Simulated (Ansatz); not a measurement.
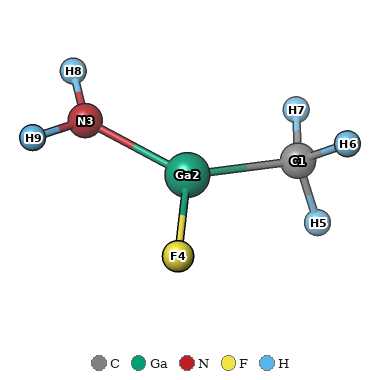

The system is CH5FGaN, SMILES [CH3][Ga]([NH2])[F]; the picture shows the reference structure. Coordinates scanned: (1) bond length Ga2–N3; (2) dihedral C1–Ga2–N3–H8. Nothing is relaxed (all other coordinates rigid). The grid has 13 × 12 points. Points are written as (first, second). All energies are given in kJ/mol relative to the lowest grid point. All numbers below come from RKS SPW92 (LDA)/def2-TZVP in Ansatz 0.2.0.

Its coordinates:

```xyz
9

C    -0.3165    1.4697   -0.3940
Ga    0.3072   -0.3398   -0.2793
N     0.0633   -1.6334    0.9314
F     1.3315   -0.9376   -1.5782
H    -0.8701    1.6062   -1.3348
H     0.5454    2.1531   -0.4080
H    -0.9693    1.7315    0.4500
H    -0.4889   -1.5449    1.7784
H     0.4859   -2.5509    0.8173
```

Range: bond length Ga2–N3 from 1.538 to 2.504 Å; dihedral C1–Ga2–N3–H8 from −180 to 150°.

Q: What will the energy surface look like?

A: The lowest grid point is at (1.780 Å, 0°); the map holds 2 wells of about this depth. The highest grid point, (2.504 Å, 90°), lies 254 kJ/mol above the lowest. On the interpolated surface the easiest way out of the lowest well to the well at (1.780 Å, −180°) passes a barrier of about 46 kJ/mol. Round the minimum the two coordinates are nearly uncoupled.

```
dihedral C1–Ga2–N3–H8 ↓, bond length Ga2–N3 →  1.538  1.619  1.699  1.780  1.860  1.941  2.021  2.101  2.182  2.262  2.343  2.423  2.504
                                          150    135     61     24     11     16     32     55     83    113    145    177    209    239
                                          120    166     89     49     34     36     50     72     98    127    158    189    219    249
                                           90    183    105     63     47     48     61     81    107    135    165    195    225    254
                                           60    166     89     49     34     36     50     72     98    127    157    188    219    249
                                           30    134     60     23     11     15     31     54     82    113    145    177    208    239
                                            0    120     47     11      0      6     23     47     75    107    139    172    203    235
                                          −30    134     60     23     11     15     31     54     82    113    145    177    208    239
                                          −60    166     89     49     34     36     50     72     98    127    157    188    219    249
                                          −90    183    105     63     47     48     61     81    107    135    165    195    225    254
                                         −120    166     89     49     34     36     50     72     98    127    158    189    219    249
                                         −150    135     61     24     11     16     32     55     83    113    145    177    209    239
                                         −180    120     48     12      1      6     23     47     76    107    139    172    204    235
```

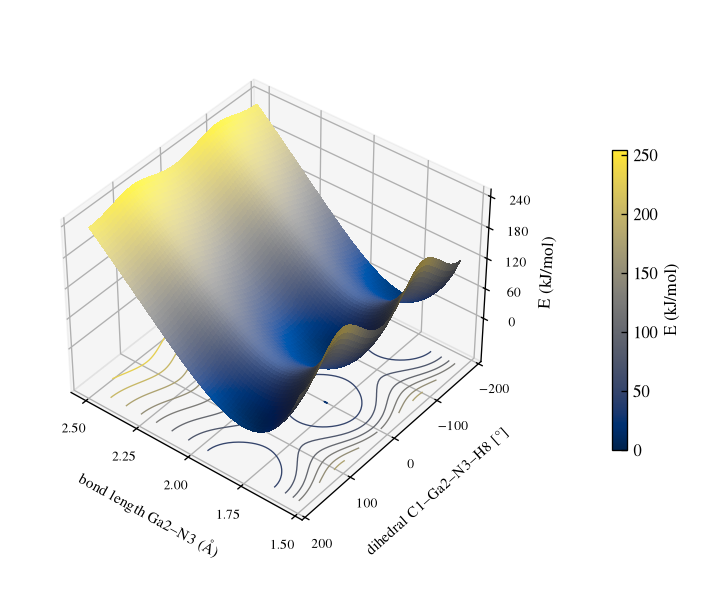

The picture shows a relief with its contours projected below. Between grid points the surface is interpolated.

The whole map (156 points run) took 10 min on 1 thread of Arm Neoverse V1, on a shared host.
